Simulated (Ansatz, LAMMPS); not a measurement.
# Amorphous polydimethylsiloxane (as short chains C32Si15O14H96) at 250 K (471 atoms): a single point

Aim: energy, forces, charges and density of states of amorphous polydimethylsiloxane (as short chains C32Si15O14H96) at 250 K (471 atoms) at a fixed geometry.

Main program and level: Ansatz 0.2.0; Kohn-Sham DFT, LDA, PAW (set soft_2), plane waves.

**1. Set-up**

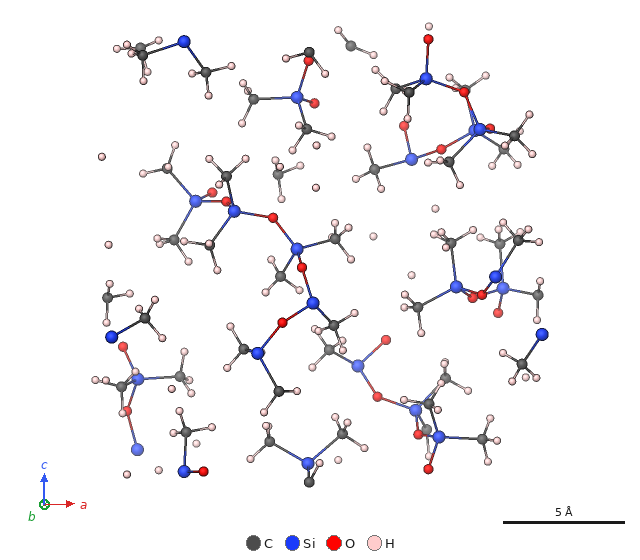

Start, viewed in part; carbon dark grey, silicon blue, oxygen red, hydrogen pink. Drawn is a slice 7 Å thick, seen along the normal of the ac plane. Bonds to atoms that aren't drawn are left out.

The cell holds 471 atoms: 96 C, 45 Si, 42 O and 288 H. Cell: a = 17.866 Å, b = 17.866 Å, c = 17.866 Å, α = 90.0°, β = 90.0°, γ = 90.0°. 3 polydimethylsiloxane chains of 14 units with methyl end groups placed at random, at 0.984 g/cm³; overlaps pushed apart, then 20 ps at 800 K with MMFF94 bonds, angles, torsions, charges and radii (Halgren, J. Comput. Chem. 17, 490 (1996)) in harmonic and 12-6 forms. Snapshot after 30 ps at 250 K and fixed volume.

Before any run, some limits are plain. The network of contacts between molecules at the start is that of the classical potential that made the cell, and needn't be the one that DFT or experiment would give. The functional has no dispersion term, which matters for the binding between molecules or layers, where LDA binds through overlap of densities alone. The density was typed from a rule of thumb and may lie off the real one at this temperature. Sampling is at Γ alone, for a cell whose shortest periodic width is 18 Å.

**2. How the cell was made**

A classical potential supplies the starting structure, since it reaches far longer times than DFT.

This step: classical MD, MMFF94 bonds, angles, torsions, charges and radii (Halgren, J. Comput. Chem. 17, 490 (1996)) in harmonic and 12-6 forms; charges of ions scaled by 0.8 (LAMMPS 22 Jul 2025 - Update 4).

The input, in.lmp:

```
# amorphous polydimethylsiloxane
units real
atom_style full
boundary p p p
bond_style harmonic
angle_style harmonic
dihedral_style opls
improper_style harmonic
special_bonds lj 0 0 0.5 coul 0 0 0.75
read_data data.lmp
neigh_modify delay 0 every 1 check yes one 4000
comm_modify cutoff 12.0
timestep 0.5
thermo_style custom step time temp pe press density
thermo_modify norm yes
# push overlapping molecules apart
pair_style soft 2.6
pair_coeff * * 0.0
variable a equal ramp(1,60)
fix ad all adapt 1 pair soft a * * v_a
velocity all create 800 785886 mom yes dist gaussian
fix lim all nve/limit 0.03
fix lan all langevin 800 800 50 785887 zero yes
thermo 1000
run 3000 post no
unfix ad
pair_style lj/cut/coul/long 9.0
pair_modify mix arithmetic tail yes
pair_coeff 1 1 0.0678 3.3680   # C
pair_coeff 2 2 0.2508 4.1360   # Si
pair_coeff 3 3 0.0763 3.0430   # O
pair_coeff 4 4 0.0216 2.5400   # H
kspace_style pppm 1.0e-4
thermo 100
# [... 16 lines left out ...]
compute msd all msd com yes
thermo 7500
fix md all nvt temp 250 250 100
run 30000 post no
print "== T250: mean square displacement over the hold $(c_msd[4]:%.2f) A^2"
unfix md
uncompute msd
write_dump all custom T250.dump id type xs ys zs modify sort id
```

On the command line:

```sh
lmp -in in.lmp -log none -nocite
```

Output:

```text
LAMMPS (22 Jul 2025 - Update 4)
Reading data file ...
  orthogonal box = (0 0 0) to (17.86571 17.86571 17.86571)
  471 atoms
  orthogonal box = (0 0 0) to (17.86571 17.86571 17.86571)
  468 bonds
  888 angles
  1116 dihedrals
   Step          Time           Temp          PotEng         Press         Density
         0   0              800            0.77265538    -5668.7099      0.9839993
      1000   500            639.24218      3.2584462      13026.133      0.9839993
      2000   1000           638.09235      3.2406225      22553.502      0.9839993
      3000   1500           584.76501      3.2754715      18204.366      0.9839993
[... 29 lines left out ...]
Loop time of 49.4927 s on 1 MPI rank(s) for 20000 steps with 471 atoms
   Step          Time           Temp          PotEng         Press         Density
[... 4 lines left out ...]
Loop time of 47.9849 s on 1 MPI rank(s) for 20000 steps with 471 atoms
   Step          Time           Temp          PotEng         Press         Density
[... 2 lines left out ...]
     52500   51500          266.2308      -2.2374587     -535.64915      0.9839993
     60000   59000          243.00536     -2.256599       889.78574      0.9839993
     67500   66500          249.302       -2.2244099      71.584369      0.9839993
     72000   71000          261.28613     -2.2452088     -4564.3081      0.9839993
Loop time of 69.7331 s on 1 MPI rank(s) for 30000 steps with 471 atoms
== T250: mean square displacement over the hold 7.31 A^2
```

Wall time 2.9 min (1 thread of Intel Xeon Platinum 8259CL at 2.50GHz (Skylake/Cascade Lake), shared host); peak memory 0.15 GiB.

The input also reads data.lmp (atoms, bonds and types; not printed here).

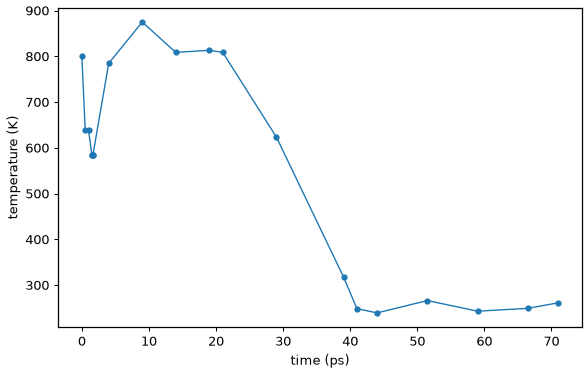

Temperature, plotted against time.

**3. Plane-wave single point**

The electrons are solved once, with the atoms held.

The input, input.yaml:

```yaml
crystal:
  lattice:
    - [17.86571, 0.0, 0.0]
    - [0.0, 17.86571, 0.0]
    - [0.0, 0.0, 17.86571]
  atoms:
    - { symbol: C, position: [0.09557, 0.61215, 0.97625] }
    - { symbol: Si, position: [0.09434, 0.69875, 0.0342] }
    - { symbol: C, position: [0.02475, 0.75482, 0.98996] }
    - { symbol: C, position: [0.18537, 0.73939, 0.03013] }
    - { symbol: O, position: [0.06891, 0.68407, 0.12541] }
    - { symbol: Si, position: [0.09087, 0.63607, 0.20369] }
    - { symbol: C, position: [0.04654, 0.54204, 0.19443] }
    - { symbol: C, position: [0.18846, 0.63149, 0.20984] }
    - { symbol: O, position: [0.06022, 0.68642, 0.27488] }
    - { symbol: Si, position: [0.98906, 0.7358, 0.29646] }
    - { symbol: C, position: [0.93375, 0.7706, 0.21773] }
    - { symbol: C, position: [0.01558, 0.81392, 0.3513] }
    - { symbol: O, position: [0.93115, 0.68195, 0.34866] }
    - { symbol: Si, position: [0.93809, 0.6136, 0.41204] }
    - { symbol: C, position: [0.93268, 0.64577, 0.51231] }
    - { symbol: C, position: [0.0149, 0.55311, 0.40078] }
    - { symbol: O, position: [0.86379, 0.56354, 0.39411] }
    - { symbol: Si, position: [0.82053, 0.48854, 0.42698] }
    - { symbol: C, position: [0.80874, 0.49708, 0.52785] }
    - { symbol: C, position: [0.73043, 0.47777, 0.38082] }
    - { symbol: O, position: [0.87504, 0.41353, 0.41452] }
    - { symbol: Si, position: [0.90119, 0.33583, 0.46287] }
    - { symbol: C, position: [0.81793, 0.28528, 0.49639] }
    - { symbol: C, position: [0.95568, 0.36094, 0.54519] }
    - { symbol: O, position: [0.94879, 0.28706, 0.40237] }
    - { symbol: Si, position: [0.00654, 0.29677, 0.33179] }
    - { symbol: C, position: [0.96391, 0.35393, 0.25809] }
    - { symbol: C, position: [0.08709, 0.34331, 0.37124] }
    - { symbol: O, position: [0.03147, 0.21436, 0.30208] }
    - { symbol: Si, position: [0.10352, 0.17605, 0.26044] }
    - { symbol: C, position: [0.13253, 0.24327, 0.19033] }
    - { symbol: C, position: [0.07754, 0.08274, 0.22687] }
    [... 433 atom lines left out ...]
    - { symbol: H, position: [0.83239, 0.23522, 0.30235] }
    - { symbol: H, position: [0.74732, 0.26007, 0.25346] }
    - { symbol: H, position: [0.82827, 0.2311, 0.20016] }
    - { symbol: H, position: [0.65603, 0.13725, 0.35396] }
    - { symbol: H, position: [0.69945, 0.04968, 0.35468] }
    - { symbol: H, position: [0.74026, 0.12227, 0.39749] }
kpoints:
  mp_grid: { grid: [1, 1, 1] }
hamiltonian:
  xc: lda
scf:
  occupations: { method: fermi_dirac, width: 0.05 }
output:
  forces: true
  stress: true
  populations: true
  dos:
    method: { smearing: { sigma: 0.08 } }
    de: 0.1
    projected: { site_lists: { C: [C], H: [H], O: [O], Si: [Si] } }
  eigenvalues: true
  write_density: true
  write_potential: true
  volumetric_format: npy
```

On the command line:

```sh
ansatz run input.yaml --threads 8 --pin off --max-ram 15872MiB --backend cpu --events-out ev --progress --plain --runs-dir out
```

Output:

```text
Engine: ansatz 0.2.0, x86_64-unknown-linux-gnu
Pseudopotentials: kind: paw
Pseudopotential: C, paw, valence charge 4, recommended cutoff 420 eV (normal), C.paw.azcp
Pseudopotential: Si, paw, valence charge 4, recommended cutoff 420 eV (normal), Si.paw.azcp
Pseudopotential: O, paw, valence charge 6, recommended cutoff 420 eV (normal), O.paw.azcp
Pseudopotential: H, paw, valence charge 1, recommended cutoff 420 eV (normal), H.paw.azcp
[... 3 lines on functional and potentials left out ...]
Crystal: 471 atoms, lattice volume = 5702.442 Å³
Basis set: ecut = 420 eV, 111539 PW (Γ)
Bands: 1023, of which v1, the nominal top of the filled ones, is band 552 counted from 1 (551 counted from 0)
Symmetry: 1 space group operations
Space group: P1 (ITA 1), of the structure as read, at distance tolerance 1.8e-4 Å
k-points: 1
[... 12 lines on functional and potentials left out ...]
Initial density: superposition of atomic densities (neutral atoms: chi_scale 0, normalization atom), corrected by the library's trained network
Initial wavefunctions: pseudopotential atomic-orbital guess
Functional: x = slater, c = lda
SCF iter   1: F=—  HF=-78658.456023 eV  |F-HF|=—  |Δ(HF+E_count)|=         —  Δρ=8.40e-3  dr2=3.08e0  ethr=1.77e-3  ⟨swp⟩=5.0  Hψ=4454  notcnv=0  defer=417
preconditioner: auto → Resta (q_TF=auto, 2.075 Å⁻¹)  ε∞=2.3  [insulator: Δε(μ)=4.406 eV  Ē_g=14.286 eV  σ=0.050 eV  W_gap=1.00  n_scr=846 (ndim 8)  ℏωp=16.3 eV  f_vac=0.262  D(μ)=0.00/eV (n_scr^D=0)  ε∞_Penn≈2.3]
SCF iter   2: F=—  HF=-78657.655601 eV  |F-HF|=—  |Δ(HF+E_count)|=   8.00e-1  Δρ=3.59e-3  dr2=5.72e-1  ethr=2.79e-4  ⟨swp⟩=3.0  Hψ=1736  notcnv=0  defer=464
SCF iter   3: F=—  HF=-78657.554232 eV  |F-HF|=—  |Δ(HF+E_count)|=   1.01e-1  Δρ=1.70e-3  dr2=1.54e-1  ethr=5.18e-5  ⟨swp⟩=2.0  Hψ=1117  notcnv=0  defer=464
SCF iter   4: F=—  HF=-78657.535990 eV  |F-HF|=—  |Δ(HF+E_count)|=   1.82e-2  Δρ=3.39e-4  dr2=1.10e-2  ethr=1.40e-5  ⟨swp⟩=2.0  Hψ=1110  notcnv=0  defer=464
SCF iter   5: F=—  HF=-78657.542714 eV  |F-HF|=—  |Δ(HF+E_count)|=   6.72e-3  Δρ=1.92e-4  dr2=2.55e-3  ethr=9.97e-7  ⟨swp⟩=2.0  Hψ=1090  notcnv=0  defer=464
SCF iter   6: F=—  HF=-78657.544012 eV  |F-HF|=—  |Δ(HF+E_count)|=   1.30e-3  Δρ=8.75e-5  dr2=5.10e-4  ethr=2.31e-7  ⟨swp⟩=2.0  Hψ=1111  notcnv=0  defer=464
SCF iter   7: F=—  HF=-78657.544408 eV  |F-HF|=—  |Δ(HF+E_count)|=   3.96e-4  Δρ=3.50e-5  dr2=8.96e-5  ethr=4.62e-8  ⟨swp⟩=2.0  Hψ=1111  notcnv=0  defer=464
SCF iter   8: F=—  HF=-78657.544681 eV  |F-HF|=—  |Δ(HF+E_count)|=   2.73e-4  Δρ=8.08e-6  dr2=6.84e-6  ethr=8.11e-9  ⟨swp⟩=2.0  Hψ=1574  notcnv=0  defer=464
SCF iter   9: F=—  HF=-78657.544704 eV  |F-HF|=—  |Δ(HF+E_count)|=   2.33e-5  Δρ=6.35e-6  dr2=2.23e-6  ethr=6.20e-10  ⟨swp⟩=2.0  Hψ=1111  notcnv=0  defer=464
SCF iter  10: F=—  HF=-78657.544706 eV  |F-HF|=—  |Δ(HF+E_count)|=   2.11e-6  Δρ=3.40e-6  dr2=6.07e-7  ethr=2.02e-10  ⟨swp⟩=2.0  Hψ=1111  notcnv=0  defer=464
SCF iter  11: F=-78657.544707 eV  HF=-78657.544707 eV  |F-HF|=1.51e-7  |Δ(HF+E_count)|=   5.23e-7  Δρ=5.77e-7  dr2=3.44e-8  ethr=9.06e-12  ⟨swp⟩=24.0  Hψ=10421  notcnv=0
SCF 1 converged in 11 iterations: F = -78657.544707 eV  dr2 = 3.44e-8
  greatest PAW one-centre occupation: 0.861 electrons in one spin orbital (limit 2), on the O atom at site 201 (counted from 0), in its partial waves of l = 0
WARN: The input density's exchange-correlation potential varies sharply where the density is thin. Do not read a vacuum level from v_tot or v_xc, or from such a field of the output density. On a cell that repeats whose density bears no net charge and no dipole along the vacuum's axis use v_es (v_loc + v_h of the components); [...]
SCF converged after 11 iterations
Free energy (F): -78657.544707 eV
Harris-Foulkes:  -78657.544707 eV  (|F-HF|=1.51e-7)
Internal energy: -78657.544707 eV  (E = F + TS)
E sigma→0 (E₀):  -78657.544707 eV
Fermi energy:    0.613725 eV
--- Per-component energies (eV) ---
  E_band       = -8095.087118
  E_kinetic    = 22135.350292
  E_local      = -83221.627121  (includes V_loc(G=0)·N_el)
  E_nonlocal   = 6476.869077
  E_hartree    = 32128.058793
  E_xc         = -12645.403073
  E_vxc        = -15069.437423  (∫ρ·V_xc dr)
  E_paw        = -37087.154387  (= ΣΔE_a)
  E_vpaw       = -2672.088588  (= ΣTr[D̂ρ^β])
  E_aug_tail   = -0.264668  (compensation charges beyond the density's cutoff)
  E_ewald      = -6457.271125
  E_core_change = 13.897505  (= ΣΔE_core)
  E_smearing   = -0.000000  (= −TS)
  E_closure    = 0.000000  (closes the sum)
  Σ components = -78657.544707   (vs F -78657.544707, Δ=0.00e0)
--- Forces (eV/Å), atoms counted from 1 ---
  atom   1  C     -1.66307363    -0.52878717     1.59923245
  atom   2  Si    -0.55977729    -1.57334517     1.65774189
  atom   3  C     -0.06108075     0.80521105    -1.73679624
  atom   4  C      1.38845011     0.95455680    -0.58174812
  atom   5  O      0.45352697    -0.43202417    -0.66510381
  atom   6  Si    -2.34469069     0.93109631    -1.93389909
  atom   7  C     -0.09151233    -0.68840088     0.79848871
  atom   8  C      1.62208247     0.57697393     0.29948281
  atom   9  O      0.97826680    -0.96956152    -0.77049624
  atom  10  Si    -2.47252203    -0.89726730     0.18848525
  atom  11  C      1.93285245    -0.54400132    -1.36645106
  atom  12  C      1.96753425     0.69275035     0.83629758
  atom  13  O      1.15904015    -0.10407924     0.36984370
  atom  14  Si    -1.76077780     1.49496928     0.12032726
[...]
atom 470  H     -0.21651957    -0.79797117    -0.24908316
  atom 471  H      0.67734799     0.46127229     0.95356990
  max |Σ_I F_I| component: 4.41e-4 eV/Å
--- Stress (GPa, compression-positive) ---
        0.980761      -0.202826       0.268229
       -0.202826       0.496470       0.224522
        0.268229       0.224522       0.355961
  P = ⅓ Tr σ = 0.6111 GPa (6.111 kbar)
--- Band table (eV) ---
  k-point 0: bands = ["-20.3541", "-20.3394", "-20.2545", "-20.1993", [... 1007 levels ...], "9.7107", "9.7181", "9.7364", "9.7422", "9.7705", "9.7820", "9.7973", "9.7985", "9.8109", "9.8149", "9.8302", "9.8587"]
--- Löwdin populations: 471 sites ---
  site symbol       q [e]
     0      C      4.8400
     1     Si      2.6290
     2      C      4.8674
[...]
470      H      0.7862
  spilling = 0.012869 (of n_electrons = 1104.000000)
```

Wall time 2.3 min (8 threads of Intel Xeon Platinum 8259CL at 2.50GHz (Skylake/Cascade Lake), shared host); peak memory 10 GiB.

The column dr2 measures how far the density is from self-consistency, as an energy; F and HF (Harris–Foulkes) agree once it is small.

The program notes that the exchange-correlation potential is rough where the density is thin.

The run gave:

- free energy: -78657.5447 eV
- free energy per atom: -167.0012 eV/atom
- SCF cycles: 11
- pressure: 0.6111 GPa
- r.m.s. force component: 0.7671 eV/Å
- longest force: 3.367 eV/Å
- Fermi energy: 0.6137 eV
- gap (highest filled to lowest empty level): 4.23 eV
- spilling of the projection: 0.01287

Length of the force by element:

| element | coordination | atoms | mean length of the force (eV/Å) | spread | least | most |
| --- | --- | --- | --- | --- | --- | --- |
| C | all | 96 | 1.63 | 0.638 | 0.160 | 3.37 |
| H | all | 288 | 0.916 | 0.598 | 0.0834 | 3.08 |
| O | all | 42 | 1.11 | 0.449 | 0.502 | 2.59 |
| Si | all | 45 | 1.59 | 0.666 | 0.463 | 3.21 |

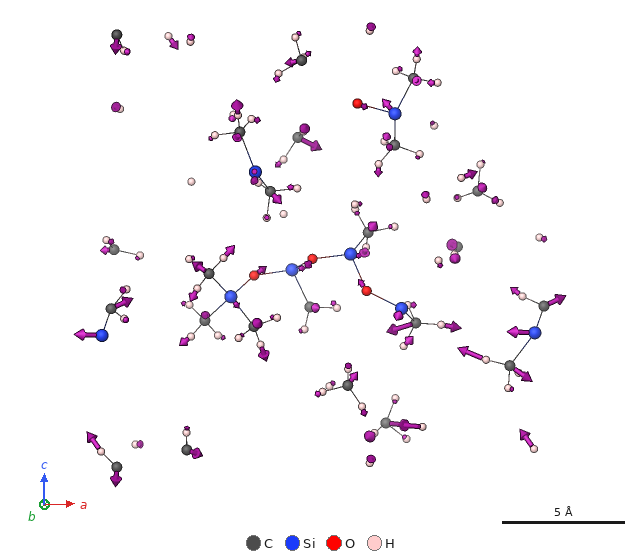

Forces as arrows; the longest in the cell is 3.37 eV/Å. Drawn is a slice 4 Å thick, seen along the normal of the ac plane. Bonds to atoms that aren't drawn are left out.

Löwdin charges by element (they lack the spilled electrons, 0.030 e an atom on average):

| element | coordination | atoms | mean charge (e) | spread | least | most |
| --- | --- | --- | --- | --- | --- | --- |
| C | all | 96 | -0.839 | 0.0205 | -0.892 | -0.791 |
| H | all | 288 | 0.210 | 0.0118 | 0.184 | 0.246 |
| O | all | 42 | -0.765 | 0.0057 | -0.777 | -0.752 |
| Si | all | 45 | 1.47 | 0.0474 | 1.33 | 1.53 |

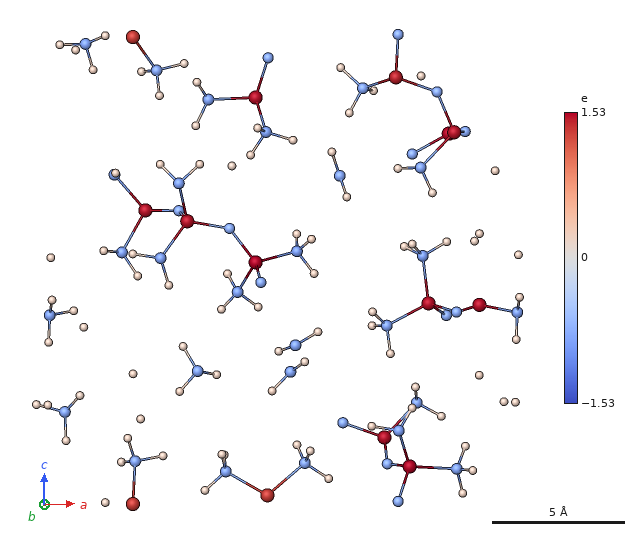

Atoms coloured by Löwdin charge. Drawn is a slice 4 Å thick, seen along the normal of the ac plane. Bonds to atoms that aren't drawn are left out.

Density of states as counts of states in windows of 1 eV (from the Fermi level), total and the larger projections:

| from (eV) | to (eV) | total | C p | H s | O p | Si p | C s |
| --- | --- | --- | --- | --- | --- | --- | --- |
| -18 | -15 | 0.0 | 0.0 | 0.0 | 0.0 | 0.0 | 0.0 |
| -15 | -14 | 3.3 | 0.0 | 1.1 | 0.1 | 0.2 | 1.6 |
| -14 | -13 | 100.3 | 0.7 | 33.3 | 1.8 | 5.7 | 48.6 |
| -13 | -12 | 88.3 | 1.0 | 32.1 | 0.3 | 7.2 | 45.9 |
| -12 | -11 | 0.0 | 0.0 | 0.0 | 0.0 | 0.0 | 0.0 |
| -11 | -10 | 13.7 | 1.1 | 1.0 | 7.3 | 0.8 | 0.8 |
| -10 | -9 | 28.5 | 2.7 | 1.7 | 15.3 | 1.8 | 1.1 |
| -9 | -8 | 24.8 | 3.2 | 1.2 | 13.6 | 2.5 | 0.4 |
| -8 | -7 | 29.9 | 8.8 | 3.7 | 11.2 | 3.7 | 0.1 |
| -7 | -6 | 199.3 | 100.8 | 51.1 | 23.4 | 14.8 | 0.8 |
| -6 | -5 | 234.0 | 124.0 | 67.8 | 26.7 | 9.3 | 0.5 |
| -5 | -4 | 131.9 | 52.0 | 24.5 | 42.9 | 8.6 | 0.5 |
| -4 | -3 | 95.4 | 28.5 | 5.9 | 51.6 | 5.0 | 1.4 |
| -3 | -2 | 70.5 | 36.6 | 3.8 | 21.4 | 4.2 | 2.6 |
| -2 | -1 | 0.1 | 0.0 | 0.0 | 0.0 | 0.0 | 0.0 |
| -1 | 2 | 0.0 | 0.0 | 0.0 | 0.0 | 0.0 | 0.0 |
| 2 | 3 | 14.3 | 0.5 | 5.5 | 0.1 | 0.5 | 3.2 |
| 3 | 4 | 69.5 | 4.7 | 22.5 | 0.8 | 7.5 | 8.6 |
| 4 | 5 | 149.3 | 11.8 | 36.5 | 2.9 | 29.8 | 9.4 |

The curve was stored every 0.100 eV, coarse against its broadening of 0.08 eV, so these counts are rough.

Between -21 and -18 eV lie 84 more states.

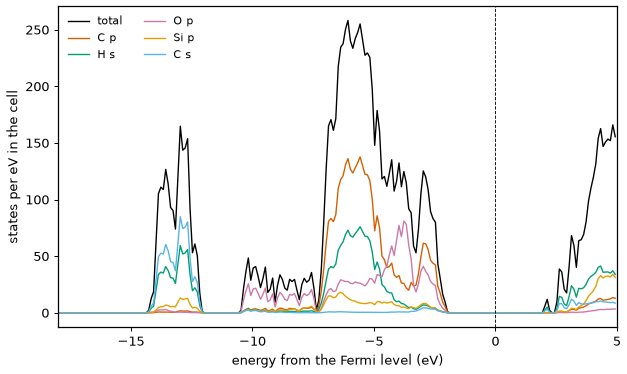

Total and projected density of states, with the broadening of the input.

The levels nearest the highest filled one (over half full), pooled over k-points and spins:

| level less the highest filled one (eV) | occupation |
| --- | --- |
| -0.344 | 2 |
| -0.290 | 2 |
| -0.254 | 2 |
| -0.163 | 2 |
| -0.143 | 2 |
| 0 | 2 |
| 4.23 | 0 |
| 4.73 | 0 |
| 4.76 | 0 |
| 4.81 | 0 |
| 4.83 | 0 |
| 4.92 | 0 |

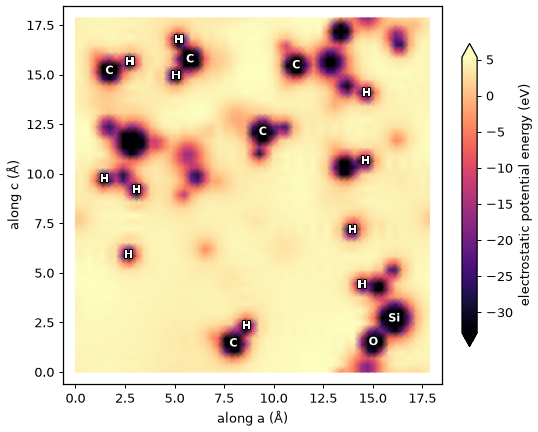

Electrostatic potential energy in the ac plane at fractional y = 0.006, with atoms of H and C and O and Si within 0.2 Å of it. With pseudopotentials it is smooth inside the atoms' cores, unlike the true potential. The map starts off the cell's origin, so that atoms lie inside it.

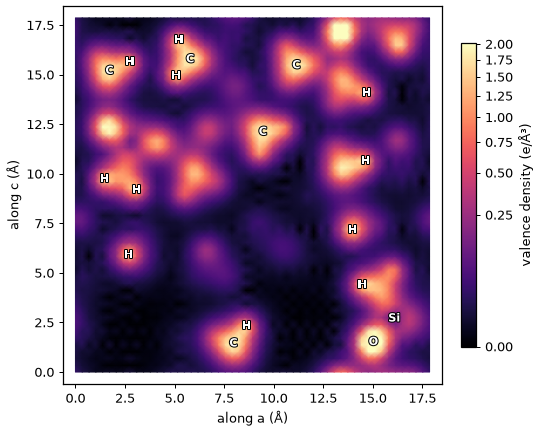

Valence density in the ac plane at fractional y = 0.006, with atoms of H and C and O and Si within 0.2 Å of it. It is the smooth field of the valence electrons, not physical close to the nuclei. The map starts off the cell's origin, so that atoms lie inside it. The colour scale is stretched toward low values.

Mean Löwdin charges: C -0.84, H +0.21, O -0.77, Si +1.47 e (they miss 1.3 % of the electrons, so they add up to more than the cell's charge). The largest share in the top eV of filled states is C p (52 % of the projected weight), and in the lowest eV of empty states H s (54 % of the projected weight).

[end of part 1 of 2]

[Logs are printed without paths, hosts, clocks, repeated set-up lines and the standing remarks that a program may print on its own settings, such as how far it seeks lower states.]

[Hosts, paths, dates, database ids (printed as entryN), source tags and the programs' standing remarks are cut or masked in the printed files.]

[The MMFF94 radii named for the starting cell were scaled by 0.96; in molecules described by MMFF94, hydrogen bound to N, O or S took a small fixed 12-6 site in their place.]
